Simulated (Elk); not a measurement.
**E(M) of NbRu**

Wanted: E(M) for NbRu, to see how near it is to a magnetic instability.

Program: Elk 11.2.3 (patched build). Level of theory: PBEsol; all-electron APW+lo, Dirac cores, scalar-relativistic bands. Results are calculated unless marked as measured.

### Step 1. Set-up

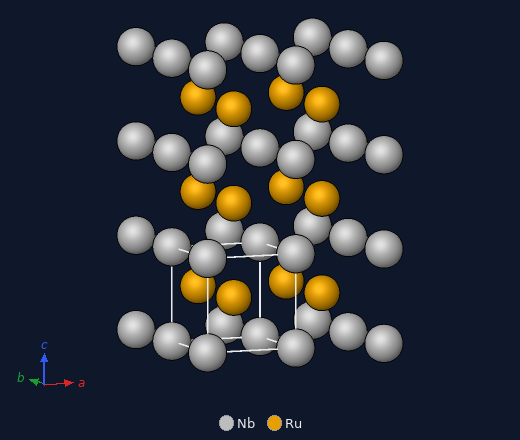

The starting structure, seen slightly off an axis (niobium light grey, ruthenium orange). 2×2×3 cells are drawn. Some periodic images of atoms are drawn too.

### Step 2. The free run

The free run shows where the moment settles by itself and gives the state from which the held runs start.

Moments are seeded by fields in the spheres (the last three columns under atoms), set against the wanted direction and reduced each loop.

elk.in

```
tasks
  0

xctype
  22

rgkmax
  7.0

nempty
  20

swidth
  0.005

reducebf
  0.5

epsengy
  1e-05

maxscl
  120

lmaxi
  2

nrmtscf
  2.0

gmaxvr
  20.0

spinpol
  .true.

sppath
  './'

avec
  6.01688798081 0.00000000000 0.00000000000
  0.00000000000 6.01688798081 0.00000000000
  0.00000000000 0.00000000000 6.01688798081

atoms
  2
  'Nb.in'
  1
  0.0000000000 0.0000000000 0.0000000000   0.000000 0.000000 -0.030000
  'Ru.in'
  1
  0.5000000000 0.5000000000 0.5000000000   0.000000 0.000000 -0.045000

ngridk
  8 8 8
```

Launch:

```sh
OMP_NUM_THREADS=2 elk
```

Numbers of over 12 decimals in the logs are rounded to 6 here.

The program printed:

```text
Info(gndstate): no moment of its own; a second start begins; STATE.OUT holds the state before
Info(gndstate): the second start gave no lower state; one of another order, or behind a
 stronger field, isn't excluded

--- INFO.OUT ---
┌─────────────────────────┐
│ Elk code version 11.2.3 │
└─────────────────────────┘

All units are atomic (Hartree, Bohr, etc.)

┌─────────────────────────────────────────────────┐
│ Ground-state run starting from atomic densities │
└─────────────────────────────────────────────────┘

Lattice vectors :
   6.016887981       0.000000000       0.000000000
   0.000000000       6.016887981       0.000000000
   0.000000000       0.000000000       6.016887981

Reciprocal lattice vectors :
   1.044258315       0.000000000       0.000000000
   0.000000000       1.044258315       0.000000000
   0.000000000       0.000000000       1.044258315

Unit cell volume      :    217.8290404
Brillouin zone volume :    1.138738035

Muffin-tin inner radius fraction :   0.1000000000E-01

Nuclei treated as point charges

Species : 1 (Nb)
 parameters loaded from : Nb.in
 name : niobium
 nuclear charge    :   -41.00000000
 electronic charge :    41.00000000
 atomic mass :    169357.9704
 muffin-tin radius :    2.580388922
 number of radial points in muffin-tin :   1197
 inner part over the whole radius :   0.9915621019E-02
 number on inner part of muffin-tin    :    865
 approximate nuclear radius :   0.8268951942E-04
 number of mesh points to nuclear radius :    452
 atomic positions (lattice), magnetic fields (Cartesian) :
  1 :   0.00000000  0.00000000  0.00000000    0.00000000  0.00000000 -0.03000000

Species : 2 (Ru)
 parameters loaded from : Ru.in
 name : ruthenium
 nuclear charge    :   -44.00000000
 electronic charge :    44.00000000
 atomic mass :    184239.3393
 muffin-tin radius :    2.580388922
 number of radial points in muffin-tin :   1197
 inner part over the whole radius :   0.9956596151E-02
 number on inner part of muffin-tin    :    866
 approximate nuclear radius :   0.8462081736E-04
 number of mesh points to nuclear radius :    456
 atomic positions (lattice), magnetic fields (Cartesian) :
  1 :   0.50000000  0.50000000  0.50000000    0.00000000  0.00000000 -0.04500000

Total number of atoms per unit cell :    2
Total muffin-tin volume :    143.9375516
 ratio of muffin-tin to unit cell volume :   0.6607821956

Spin treatment :
 spin-polarised
 global magnetic field (Cartesian) :    0.000000000       0.000000000       0.000000000
 collinear magnetisation in z-direction

Number of Bravais lattice symmetries :   48
Number of crystal symmetries         :   48
Crystal has inversion symmetry
Real symmetric eigensolver will be used

k-point grid :      8     8     8
k-point offset :    0.000000000       0.000000000       0.000000000
k-point set is reduced with full crystal symmetry group
Total number of k-points :       35

Muffin-tin radius times maximum |G+k| :    7.000000000
 using average radius
Maximum |G+k| for APW functions       :    2.712769359
Maximum (1/2)|G+k|²                   :    3.679558797
Maximum |G| for potential and density :    20.00000000
Constant for pseudocharge density :   13
 order of it for each species :   20  20
 order of it for pair densities of each species (exact exchange by exxq0 0: 20) :   10  10
Radial integration step length :    1

G-vector grid sizes :     40    40    40
Number of G-vectors :    29423

Maximum angular momentum used for
 APW functions            :    8
 outer part of muffin-tin :    6
 inner part of muffin-tin :    2

Total nuclear charge    :   -85.00000000
Total core charge       :    56.00000000
Total valence charge    :    29.00000000
Total excess charge     :    0.000000000
Total electronic charge :    85.00000000

Effective Wigner radius, rₛ :   0.8489251781

Number of empty states         :     40
Total number of valence states :    110
Total number of core states    :     56

Third-order local-orbitals added for an l without core states : T
Total number of local-orbitals :     36

Exchange-correlation functional :     22     0     0
 PBEsol, Phys. Rev. Lett. 100, 136406 (2008)
 gradient requirement :    1
 generalised gradient approximation (GGA)

Smearing type :    3
 Fermi-Dirac
Smearing width :   0.5000000000E-02
Effective electronic temperature (K) :    1578.875124

Mixing type :    3
 Broyden mixing, J. Phys. A: Math. Gen. 17, L317 (1984)

Kohn-Sham potential initialised from atomic data

┌──────────────────────────────┐
│ Self-consistent loop started │
└──────────────────────────────┘

┌─────────────────┐
│ Loop number : 1 │
└─────────────────┘

Energies :
 Fermi                       :     0.274041
 sum of occupied eigenvalues :     -4968.8571331273
 electron kinetic            :      8655.8060109532
 core electron kinetic       :      8449.6520784565
 Coulomb                     :     -16756.217587455
 Coulomb potential           :     -13303.744606948
 nuclear-nuclear             :     -1093.2470410868
 electron-nuclear            :     -18056.558897194
 Hartree                     :      2393.5883508264
 Madelung                    :     -10104.345283981
 xc potential                :     -320.87353488463
 xc effective B-field        :    -0.12803458630693E-01
 external B-field            :      0.000000
 exchange                    :     -242.97715562995
 correlation                 :     -5.050083
 electron entropic           :    -0.41384565853605E-02
 total energy                :     -8348.4429531124
 (external B-field energy excluded from total)

Density of states at Fermi energy :    51.13913605
 (states/Hartree/unit cell)

Estimated indirect band gap :   0.1147852149E-02
 from k-point 13 to k-point 29
Estimated direct band gap   :   0.9028175885E-02
 at k-point 21

Charges :
 core                        :    56.00000000
 valence                     :    29.00000000
 interstitial                :    3.017571440
 muffin-tins (core leakage)
  species : 1 (Nb)
   atom 1                    :    38.93709767     (  0.8110732992E-06)
  species : 2 (Ru)
   atom 1                    :    43.04533089     ( -0.3425108268E-06)
 total in muffin-tins        :    81.98242856
 total calculated charge     :    84.99962471
 total charge                :    85.00000000
 error                       :   0.3752894128E-03

Moments :
 interstitial                :  -0.2432307889E-01
 muffin-tins
  species : 1 (Nb)
   atom 1                    :   0.2688352359
  species : 2 (Ru)
   atom 1                    :   0.8280214379
 total in muffin-tins        :    1.096856674
 total moment                :    1.072533595

┌─────────────────┐
│ Loop number : 2 │
└─────────────────┘

Energies :
 Fermi                       :     0.275083
 sum of occupied eigenvalues :     -4968.8957233287
 electron kinetic            :      8654.1662637547
 core electron kinetic       :      8449.0644165870
 Coulomb                     :     -16756.366126554
 Coulomb potential           :     -13303.700133127
 nuclear-nuclear             :     -1093.2470410868
 electron-nuclear            :     -18056.907126760
 Hartree                     :      2393.7880412926
 Madelung                    :     -10104.516059991
 xc potential                :     -319.33421444529
 xc effective B-field        :    -0.12748216877756E-01
 external B-field            :      0.000000
 exchange                    :     -242.98552054142
 correlation                 :     -5.050109
 electron entropic           :    -0.41454855711521E-02
 total energy                :     -8350.2396383053
 (external B-field energy excluded from total)

Density of states at Fermi energy :    51.23848571
 (states/Hartree/unit cell)

Estimated indirect band gap :   0.1059864340E-02
 from k-point 13 to k-point 29
Estimated direct band gap   :   0.8948748498E-02
 at k-point 21

Charges :
 core                        :    56.00000000
 valence                     :    29.00000000
 interstitial                :    3.013450383
 muffin-tins (core leakage)
  species : 1 (Nb)
   atom 1                    :    38.94182449     (  0.8084384362E-06)
  species : 2 (Ru)
   atom 1                    :    43.04472512     ( -0.3425839417E-06)
 total in muffin-tins        :    81.98654962
 total calculated charge     :    84.99962434
 total charge                :    85.00000000
 error                       :   0.3756625869E-03

Moments :
 interstitial                :  -0.2394582541E-01
 muffin-tins
  species : 1 (Nb)
   atom 1                    :   0.2690913398
  species : 2 (Ru)
   atom 1                    :   0.8258594029
 total in muffin-tins        :    1.094950743
 total moment                :    1.071004917

RMS change in Kohn-Sham potential (target) :    4.368618646     (  0.1000000000E-05)
Absolute change in total energy (target)   :    1.796685193     (  0.1000000000E-04)

[... loops 3 to 41 left out ...]

┌──────────────────┐
│ Loop number : 42 │
└──────────────────┘

Energies :
 Fermi                       :     0.417509
 sum of occupied eigenvalues :     -4963.0657139757
 electron kinetic            :      8663.7124430109
 core electron kinetic       :      8450.8856323605
 Coulomb                     :     -16763.195039054
 Coulomb potential           :     -13300.346242847
 nuclear-nuclear             :     -1093.2470410868
 electron-nuclear            :     -18074.369135134
 Hartree                     :      2404.4211371667
 Madelung                    :     -10113.021917631
 xc potential                :     -326.43191413983
 xc effective B-field        :    -0.21311446704336E-10
 external B-field            :      0.000000
 exchange                    :     -243.41708402177
 correlation                 :     -5.051890
 electron entropic           :    -0.65426862972760E-02
 total energy                :     -8347.9581129130
 (external B-field energy excluded from total)

Density of states at Fermi energy :    82.20509612
 (states/Hartree/unit cell)

Estimated indirect band gap :   0.1915601227E-03
 from k-point 12 to k-point 14
Estimated direct band gap   :   0.6084811076E-02
 at k-point 33

Charges :
 core                        :    56.00000000
 valence                     :    29.00000000
 interstitial                :    2.765778055
 muffin-tins (core leakage)
  species : 1 (Nb)
   atom 1                    :    39.20204475     (  0.7029988751E-06)
  species : 2 (Ru)
   atom 1                    :    43.03217720     ( -0.3458742484E-06)
 total in muffin-tins        :    82.23422194
 total calculated charge     :    84.99963727
 total charge                :    85.00000000
 error                       :   0.3627312189E-03

Moments :
 interstitial                :   0.6714979000E-06
 muffin-tins
  species : 1 (Nb)
   atom 1                    :   0.5884710023E-05
  species : 2 (Ru)
   atom 1                    :   0.3304056420E-04
 total in muffin-tins        :   0.3892527422E-04
 total moment                :   0.3959677212E-04

RMS change in Kohn-Sham potential (target) :   0.5365327216E-07 (  0.1000000000E-05)
Absolute change in total energy (target)   :   0.4300563887E-06 (  0.1000000000E-04)

Convergence targets achieved

┌──────────────────┐
│ Loop number : 43 │
└──────────────────┘

Energies :
 Fermi                       :     0.417509
 sum of occupied eigenvalues :     -4963.0657139704
 electron kinetic            :      8663.7124430220
 core electron kinetic       :      8450.8856323694
 Coulomb                     :     -16763.195039065
 Coulomb potential           :     -13300.346242850
 nuclear-nuclear             :     -1093.2470410868
 electron-nuclear            :     -18074.369135152
 Hartree                     :      2404.4211371736
 Madelung                    :     -10113.021917640
 xc potential                :     -326.43191414269
 xc effective B-field        :    -0.21203804857919E-10
 external B-field            :      0.000000
 exchange                    :     -243.41708402215
 correlation                 :     -5.051890
 electron entropic           :    -0.65426862971077E-02
 total energy                :     -8347.9581129132
 (external B-field energy excluded from total)

Density of states at Fermi energy :    82.20509612
 (states/Hartree/unit cell)

Estimated indirect band gap :   0.1915615062E-03
 from k-point 12 to k-point 14
Estimated direct band gap   :   0.6084815210E-02
 at k-point 33

Charges :
 core                        :    56.00000000
 valence                     :    29.00000000
 interstitial                :    2.765778055
 muffin-tins (core leakage)
  species : 1 (Nb)
   atom 1                    :    39.20204475     (  0.7029955000E-06)
  species : 2 (Ru)
   atom 1                    :    43.03217720     ( -0.3458744722E-06)
 total in muffin-tins        :    82.23422194
 total calculated charge     :    84.99963727
 total charge                :    85.00000000
 error                       :   0.3627312150E-03

Moments :
 interstitial                :   0.6665354966E-06
 muffin-tins
  species : 1 (Nb)
   atom 1                    :   0.5863722386E-05
  species : 2 (Ru)
   atom 1                    :   0.3295777084E-04
 total in muffin-tins        :   0.3882149322E-04
 total moment                :   0.3948802872E-04

┌──────────────────────────────┐
│ Self-consistent loop stopped │
└──────────────────────────────┘

Wrote STATE.OUT
```

Run time: 5.4 min. Hardware: 2 threads of Intel Xeon Platinum 8488C (Sapphire Rapids), shared host; peak memory 0.17 GiB.

The moments died away, and this build then starts once more from a stronger push, within the same count of loops. That gave no lower state.

The spin moment in the muffin-tin sphere vanishes on all atoms.

Numbers from this step:

| Quantity | Value |
| --- | --- |
| final state | non-magnetic |

After 43 cycles the seed has died away: no moment is left.

### Step 3. Moment fixed at 0 μB

Holding the total moment away from its free value maps the energy around and beyond the minimum.

A uniform field is adjusted until the total moment meets the target; the run goes on from the state before.

elk.in: that of step 2 with these lines changed.

```diff
@@ -1,3 +1,3 @@
 tasks
-  0
+  1
 
@@ -36,2 +36,11 @@
 
+fsmtype
+  1
+
+momfix
+  0.000000 0.000000 0.000000
+
+taufsm
+  0.005
+
 sppath
@@ -48,6 +57,6 @@
   1
-  0.0000000000 0.0000000000 0.0000000000   0.000000 0.000000 -0.030000
+  0.0000000000 0.0000000000 0.0000000000   0.000000 0.000000 -0.000030
   'Ru.in'
   1
-  0.5000000000 0.5000000000 0.5000000000   0.000000 0.000000 -0.045000
+  0.5000000000 0.5000000000 0.5000000000   0.000000 0.000000 -0.000045
```

Launch:

```sh
OMP_NUM_THREADS=2 elk
```

The program printed:

```text
┌─────────────────────────┐
│ Elk code version 11.2.3 │
└─────────────────────────┘

All units are atomic (Hartree, Bohr, etc.)

┌──────────────────────────────────────────┐
│ Ground-state run resuming from STATE.OUT │
└──────────────────────────────────────────┘

Lattice vectors :
   6.016887981       0.000000000       0.000000000
   0.000000000       6.016887981       0.000000000
   0.000000000       0.000000000       6.016887981

Species : 1 (Nb)
 muffin-tin radius :    2.580388922
 atomic positions (lattice), magnetic fields (Cartesian) :
  1 :   0.00000000  0.00000000  0.00000000    0.00000000  0.00000000  0.00000000

Species : 2 (Ru)
 muffin-tin radius :    2.580388922
 atomic positions (lattice), magnetic fields (Cartesian) :
  1 :   0.50000000  0.50000000  0.50000000    0.00000000  0.00000000  0.00000000

Total number of atoms per unit cell :    2
Total muffin-tin volume :    143.9375516
 ratio of muffin-tin to unit cell volume :   0.6607821956

Spin treatment :
 spin-polarised
 global magnetic field (Cartesian) :    0.000000000       0.000000000       0.000000000
 collinear magnetisation in z-direction
 fixed spin moment (FSM) calculation, type :    1
  fixing total moment to (Cartesian) :
     0.000000000       0.000000000       0.000000000

Number of Bravais lattice symmetries :   48
Number of crystal symmetries         :   48
Crystal has inversion symmetry
Real symmetric eigensolver will be used

k-point grid :      8     8     8
k-point offset :    0.000000000       0.000000000       0.000000000
k-point set is reduced with full crystal symmetry group
Total number of k-points :       35

Muffin-tin radius times maximum |G+k| :    7.000000000
 using average radius
Maximum |G+k| for APW functions       :    2.712769359
Maximum (1/2)|G+k|²                   :    3.679558797
Maximum |G| for potential and density :    20.00000000
Constant for pseudocharge density :   13
 order of it for each species :   20  20
 order of it for pair densities of each species (exact exchange by exxq0 0: 20) :   10  10
Radial integration step length :    1

G-vector grid sizes :     40    40    40
Number of G-vectors :    29423

Maximum angular momentum used for
 APW functions            :    8
 outer part of muffin-tin :    6

Number of empty states         :     40
Total number of valence states :    110
Total number of core states    :     56

Third-order local-orbitals added for an l without core states : T
Total number of local-orbitals :     36

Exchange-correlation functional :     22     0     0
 PBEsol, Phys. Rev. Lett. 100, 136406 (2008)
 gradient requirement :    1
 generalised gradient approximation (GGA)

Smearing type :    3
 Fermi-Dirac
Smearing width :   0.5000000000E-02
Effective electronic temperature (K) :    1578.875124

Mixing type :    1
 Adaptive linear mixing

Potential read in from STATE.OUT

┌──────────────────────────────┐
│ Self-consistent loop started │
└──────────────────────────────┘

[... earlier loops left out ...]

┌─────────────────┐
│ Loop number : 3 │
└─────────────────┘

Energies :
 Fermi                       :     0.417509
 sum of occupied eigenvalues :     -4963.0657136374
 electron kinetic            :      8663.7124432521
 core electron kinetic       :      8450.8856325352
 Coulomb                     :     -16763.195039372
 Coulomb potential           :     -13300.346242719
 nuclear-nuclear             :     -1093.2470410868
 electron-nuclear            :     -18074.369135878
 Hartree                     :      2404.4211375933
 Madelung                    :     -10113.021918012
 xc potential                :     -326.43191417060
 xc effective B-field        :    -0.69359336428341E-11
 external B-field            :      0.000000
 exchange                    :     -243.41708404105
 correlation                 :     -5.051890
 electron entropic           :    -0.65426863438896E-02
 total energy                :     -8347.9581130088
 (external B-field energy excluded from total)

Density of states at Fermi energy :    82.20509671
 (states/Hartree/unit cell)

Estimated indirect band gap :   0.1916678176E-03
 from k-point 12 to k-point 14
Estimated direct band gap   :   0.6085584597E-02
 at k-point 33

Charges :
 core                        :    56.00000000
 valence                     :    29.00000000
 interstitial                :    2.765778041
 muffin-tins (core leakage)
  species : 1 (Nb)
   atom 1                    :    39.20204475     (  0.7029972409E-06)
  species : 2 (Ru)
   atom 1                    :    43.03217721     ( -0.3458738149E-06)
 total in muffin-tins        :    82.23422196
 total calculated charge     :    84.99963727
 total charge                :    85.00000000
 error                       :   0.3627312125E-03

Moments :
 interstitial                :  -0.2546230041E-05
 muffin-tins
  species : 1 (Nb)
   atom 1                    :  -0.4955702720E-05
  species : 2 (Ru)
   atom 1                    :   0.1718490589E-04
 total in muffin-tins        :   0.1222920317E-04
 total moment                :   0.9682973127E-05

FSM global effective field   :   0.3511757570E-06

┌──────────────────────────────┐
│ Self-consistent loop stopped │
└──────────────────────────────┘

Wrote STATE.OUT
```

The job ended after 26 s (2 threads; peak memory 0.16 GiB; 51 s of CPU time).

Read from the output:

| Property | Result |
| --- | --- |
| magnetization | 0 μB |

Its energy is that of the free run within the threshold.

(Part 1 of 2 ends here.)

[Logs and program files are shortened in this print: banners, set-up blocks, solver, clock and traceback lines can be left out without a mark of their own.]

[Logs are printed without paths, hosts, clocks, repeated set-up lines and the standing remarks that a program may print on its own settings, such as how far it seeks lower states.]

[Hosts, paths, dates, database ids (printed as entryN), source tags and the programs' standing remarks are cut or masked in the printed files.]

[Where a cell is said to come from a database of computed structures, the database is the Materials Project.]
